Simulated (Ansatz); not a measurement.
Input file:

```
crystal:
  periodic: [false, false, false]
  atoms:
    - {symbol: Cl, position_ang: [0.405619, -1.895133, -2.007092]}
    - {symbol: Cl, position_ang: [-2.463293, -0.149851, -0.519882]}
    - {symbol: Ga, position_ang: [-1.318919, -1.935378, -0.751771]}
    - {symbol: "N", position_ang: [-1.797552, -3.438910, 0.089329]}
    - {symbol: H, position_ang: [-1.281673, -4.305905, 0.013198]}
    - {symbol: H, position_ang: [-2.605629, -3.503192, 0.694692]}
basis:
  gaussian:
    orbitals: def2-TZVPD
hamiltonian:
  xc: {name: PBE0}
output: {forces: true, orbitals: {seedname: orbitals}}
```

Command:

```sh
ansatz run input.yaml --threads 2 --pin off --max-ram 5220MiB --events-out events.jsonl --progress --plain --runs-dir runs
```

Geometry: PBE0-D4/def2-SVP.

The calculation used Ansatz 0.2.0, isolated molecule in a Gaussian basis; Kohn-Sham density functional theory, functional PBE0.

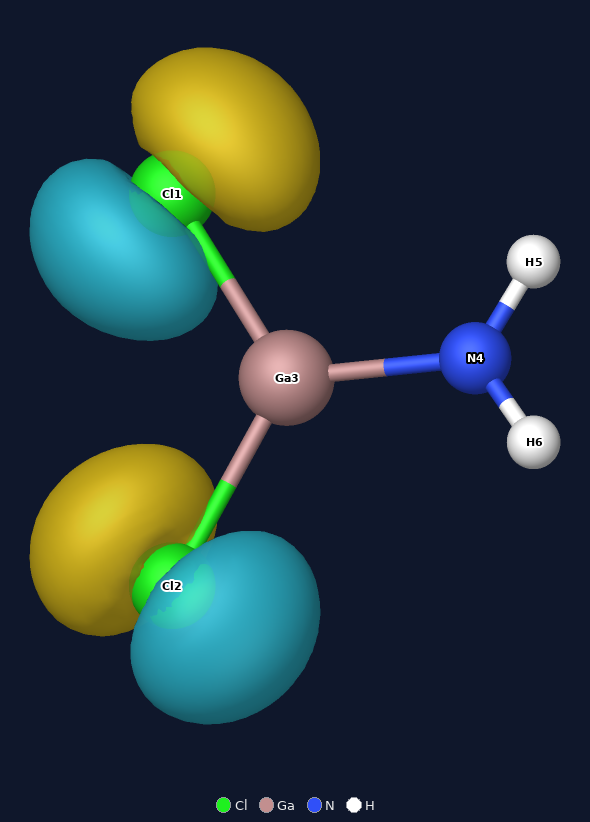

Cl$_{2}$GaH$_{2}$N (SMILES [NH2][Ga]([Cl])[Cl]). The HOMO−1 at ±0.15 Å⁻³ᐟ² (yellow and cyan are the two phases), seen at a tilt.

**Where does this orbital lie, and at what energy?**

It lies mainly on Cl1 (about 45 %) and Cl2 (about 45 %); it is symmetric in the molecular plane (an in-plane orbital: σ, lone-pair or in-plane π type); largely a combination of lone pairs on Cl1 and Cl2. Its energy is −9.15 eV.
